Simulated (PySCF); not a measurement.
# NO (nitric oxide) at UPBE0/def2-TZVPPD

Aim: the vertical ionisation energy of NO (nitric oxide) at UPBE0/def2-TZVPPD, from 2 runs. The job is set up through a Python script.

The results are computed with PySCF 2.14.0.

3 further runs of the same task are left out: 1 that didn't finish, 2 set aside as unsound or not needed. Runs told in other sessions of the task aren't counted.

## (1) The system as given

NO: 2 atoms, total charge 0, spin state doublet. SMILES: `[N]=O`. Geometry: relaxed at GFN2-xTB.

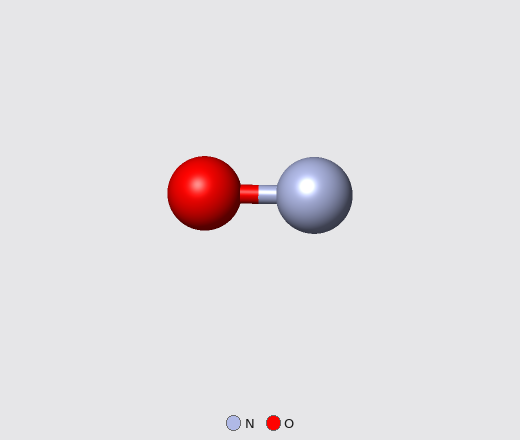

Viewed from a chosen angle; nitrogen light blue, oxygen red.

## (2) A single-point energy at UPBE0/def2-TZVPPD

File calc.py:

```python
# [N]=O
from pyscf import gto, dft

mol = gto.M(
    atom='''
N     -0.926400     0.339111    -0.467386
O      0.926400    -0.339111     0.467386
''',
    basis='def2-tzvppd',
    unit='bohr',
    verbose=3,
    max_memory=1860,
    spin=1,
)

mf = dft.UKS(mol)
mf.xc = 'pbe0'
mf.conv_tol = 1e-10
mf.grids.level = 5
mf.kernel()
if not mf.converged:
    mf = mf.newton().run(mf.mo_coeff, mf.mo_occ)

e_final = mf.e_tot
print('E = %.10f Eh' % e_final)
```

On the command line:

```bash
$ OMP_NUM_THREADS=1 python calc.py
```

Standard output:

```text
converged SCF energy = -129.806692663229  <S^2> = 0.75381759  2S+1 = 2.003814
E = -129.8066926632 Eh
```

Run time: 6.9 s. Hardware: 1 thread of Intel Xeon Platinum 8375C at 2.90GHz (Ice Lake), shared host; peak memory 0.36 GiB.

## (3) The singlet cation

File job.py:

```python
from pyscf import gto, dft

mol = gto.M(
    atom=[
    ('N', (-0.490230, 0.179450, -0.247330)),
    ('O', (0.490230, -0.179450, 0.247330)),
],
    charge=1,
    max_memory=1860,
    verbose=4,
    basis='def2-tzvppd',
    spin=0,
)

mf = dft.RKS(mol, xc='pbe0')
mf.conv_tol = 1e-10
mf.grids.level = 5
mf.kernel()
if not mf.converged:
    mf = mf.newton().run(mf.mo_coeff, mf.mo_occ)

etot = mf.e_tot
print('E(%s) = %.9f' % ('PBE0', etot))
```

On the command line:

```bash
$ OMP_NUM_THREADS=1 python job.py
```

Standard output:

```text
PySCF version 2.14.0

[INPUT] num. atoms = 2
[INPUT] num. electrons = 14
[INPUT] charge = 1
[INPUT] spin (= nelec alpha-beta = 2S) = 0
[INPUT] symmetry False subgroup None
[INPUT] Mole.unit = angstrom
[INPUT] Symbol           X                Y                Z      unit          X                Y                Z       unit  Magmom
[INPUT]  1 N     -0.490230000000   0.179450000000  -0.247330000000 AA   -0.926400438046   0.339111353053  -0.467385962389 Bohr   0.0
[INPUT]  2 O      0.490230000000  -0.179450000000   0.247330000000 AA    0.926400438046  -0.339111353053   0.467385962389 Bohr   0.0

nuclear repulsion = 25.6496318634862
number of shells = 27
number of NR pGTOs = 107
number of NR cGTOs = 77
basis = def2-tzvppd
ecp = {}

******** <class 'pyscf.dft.rks.RKS'> ********
method = RKS
initial guess = minao
damping factor = 0
level_shift factor = 0
DIIS = <class 'pyscf.scf.diis.CDIIS'>
diis_start_cycle = 1
diis_space = 8
diis_damp = 0
SCF conv_tol = 1e-10
SCF conv_tol_grad = None
SCF max_cycles = 50
direct_scf = True
direct_scf_tol = 1e-13
XC library pyscf.dft.libxc version 7.0.0
    S. Lehtola, C. Steigemann, M. J.T. Oliveira, and M. A.L. Marques.,  SoftwareX 7, 1–5 (2018)
XC functionals = pbe0
radial grids:
    Treutler-Ahlrichs [JCP 102, 346 (1995); DOI:10.1063/1.469408] (M4) radial grids

becke partition: Becke, JCP 88, 2547 (1988); DOI:10.1063/1.454033
pruning grids: <function nwchem_prune>
grids dens level: 5
symmetrized grids: False
atomic radii adjust function: <function treutler_atomic_radii_adjust>
small_rho_cutoff = 0
Set gradient conv threshold to 1e-05
Initial guess from minao.
tot grids = 85096
init E= -129.988387852947
  HOMO = -0.452508286480764  LUMO = -0.122364416572252  gap/eV = 8.98367
cycle= 1 E= -129.305669330211  delta_E= 0.683  |g|= 0.741  |ddm|= 1.23
  HOMO = -0.99162453072941  LUMO = -0.613637904064496  gap/eV = 10.28554
cycle= 2 E= -128.678413138093  delta_E= 0.627  |g|=  2.1  |ddm|= 1.05
  HOMO = -0.978760247462686  LUMO = -0.584697881231251  gap/eV = 10.72298
cycle= 3 E= -129.41965105761  delta_E= -0.741  |g|= 0.27  |ddm|= 0.77
  HOMO = -0.927571875737448  LUMO = -0.524493793008066  gap/eV = 10.96831
cycle= 4 E= -129.430588513109  delta_E= -0.0109  |g|= 0.0295  |ddm|= 0.114
  HOMO = -0.923533571434916  LUMO = -0.518230000146992  gap/eV = 11.02887
cycle= 5 E= -129.430731381806  delta_E= -0.000143  |g|= 0.00283  |ddm|= 0.0125
  HOMO = -0.922728723322895  LUMO = -0.517553874195862  gap/eV = 11.02537
cycle= 6 E= -129.430732572298  delta_E= -1.19e-06  |g|= 0.000458  |ddm|= 0.00205
  HOMO = -0.922787770570059  LUMO = -0.517605575483387  gap/eV = 11.02557
cycle= 7 E= -129.430732604053  delta_E= -3.18e-08  |g|= 2.56e-05  |ddm|= 0.000188
  HOMO = -0.922787008330023  LUMO = -0.517605760244421  gap/eV = 11.02554
cycle= 8 E= -129.430732604163  delta_E= -1.1e-10  |g|= 1.11e-06  |ddm|= 1.31e-05
  HOMO = -0.922787165266777  LUMO = -0.517605843267038  gap/eV = 11.02555
cycle= 9 E= -129.430732604163  delta_E= 4.26e-13  |g|= 2.3e-07  |ddm|= 6.78e-07
  HOMO = -0.922787126322016  LUMO = -0.517605816331992  gap/eV = 11.02555
Extra cycle  E= -129.430732604163  delta_E= -1.42e-13  |g|= 6.93e-07  |ddm|= 3.24e-07
converged SCF energy = -129.430732604163
E(PBE0) = -129.430732604
```

It took 3.9 s on 1 thread of Intel Xeon Platinum 8375C at 2.90GHz (Ice Lake), shared host; peak memory 0.35 GiB.

## (4) Outcome

At UPBE0/def2-TZVPPD:

| quantity | value |
| --- | --- |
| doublet NO: total energy | -129.80669 Eh |
| doublet NO: dipole moment | 0.10 D |
| doublet NO: HOMO energy (highest over α and β) | -6.46 eV |
| doublet NO: LUMO energy (lowest over α and β) | -2.81 eV |
| doublet NO: ⟨S²⟩ | 0.754 |
| singlet cation: total energy | -129.43073 Eh |
| singlet cation: HOMO energy | -25.11 eV |
| singlet cation: LUMO energy | -14.08 eV |
| singlet cation: HOMO–LUMO gap | 11.03 eV |
| vertical ionisation energy (to the singlet cation) | 10.230 eV |

The vertical ionisation energy comes to 10.23 eV (987 kJ/mol).
